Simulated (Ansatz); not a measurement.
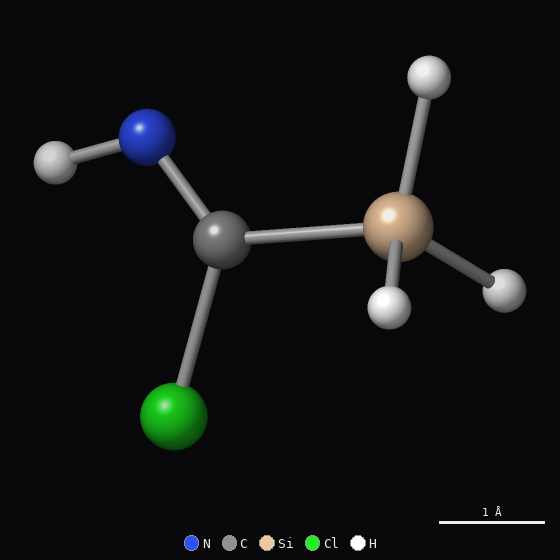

Rendered structure (ball-and-stick style).

What is the molecular formula?

CH4ClNSi, 8 atoms: 1 carbon, 4 hydrogen, 1 chlorine, 1 nitrogen and 1 silicon.

Give a SMILES string for it.

[H]/N=C(/[SiH3])Cl

How many sets of symmetry-equivalent atoms are there?

7: 1 N, 1 C, 1 Si, 1 Cl, 1 H, 2 H, 1 H.

What is the point group of this geometry?

Cs.

How many bonds of each kind are drawn?

3 Si–H, 1 C–N, 1 C–Si, 1 C–Cl, 1 N–H.

The parts below concern this one geometry. Atoms keep their numbers from picture to picture. The computed structure is the end point of a PBE0-D4/def2-TZVP optimisation.

**Geometry**

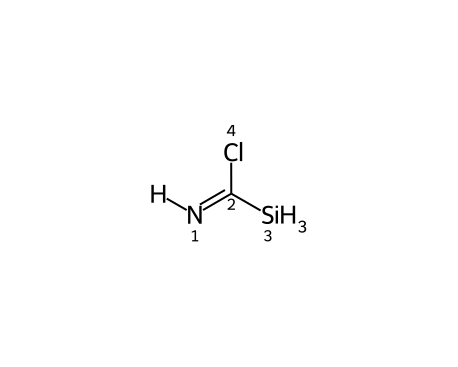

A structural formula, with wedges where it has stereocentres; small numbers name the atoms. The configuration is that of a computed structure (PBE0-D4/def2-TZVP).

Give the R/S and E/Z labels.

N1=C2: Z.

**Levels of theory compared**

Program: Ansatz 0.2.0.

Tabulate vertical IP (eV), HOMO–LUMO gap (eV) at these levels: B3LYP-D4/def2-TZVPP; PBE-D4/def2-TZVPP; PBE0-D4/def2-TZVPP; r2SCAN-D4/def2-TZVPP; ωB97M-V/def2-TZVPP; ωB97X-V/def2-TZVPP.

```
               level  vertical IP (eV)  HOMO–LUMO gap (eV)
 B3LYP-D4/def2-TZVPP             10.45                6.61
   PBE-D4/def2-TZVPP             10.20                4.63
  PBE0-D4/def2-TZVPP             10.41                7.07
r2SCAN-D4/def2-TZVPP             10.32                5.11
  ωB97M-V/def2-TZVPP             10.50               11.54
  ωB97X-V/def2-TZVPP             10.52               11.74
```

**Dipole moment**

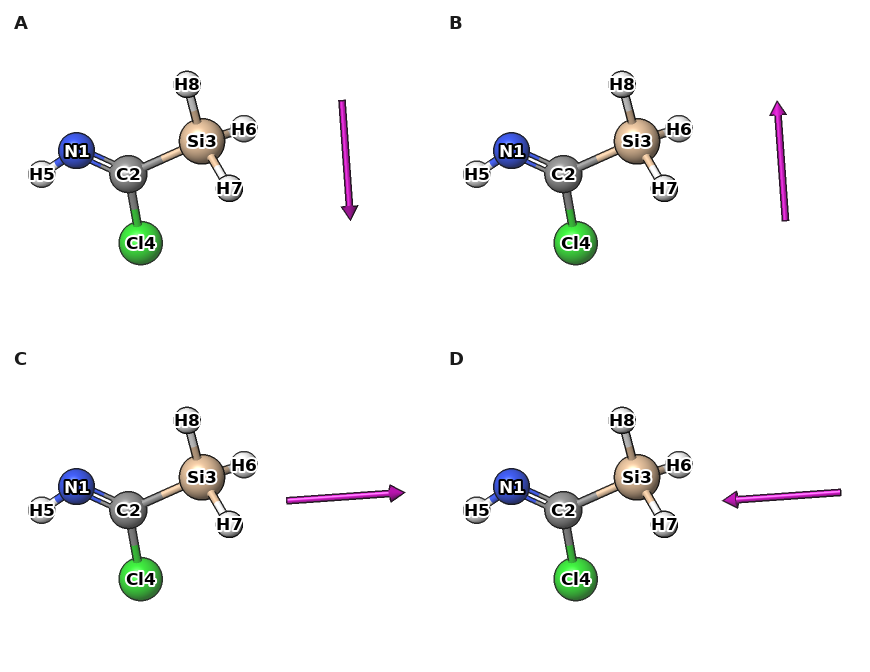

The same molecule four times, each with an arrow. Method: RKS PBE0-D4/def2-TZVP (Ansatz 0.2.0).

Which arrow points along the dipole moment, from the negative to the positive end?

C. The dipole moment is 0.32 D; it points from the side of H5 to the side of H6, H7 (the outermost atoms at the two ends).

**Vibrations**

Harmonic vibrations computed with RKS PBE0-D4/def2-TZVP (Ansatz 0.2.0) at a stationary point of the same level.

List the wavenumbers.

18 modes: 104, 179, 350, 374, 486, 636, 682, 796, 913, 914, 936, 938, 1177, 1739, 2247, 2257, 2270, 3477 cm⁻¹.
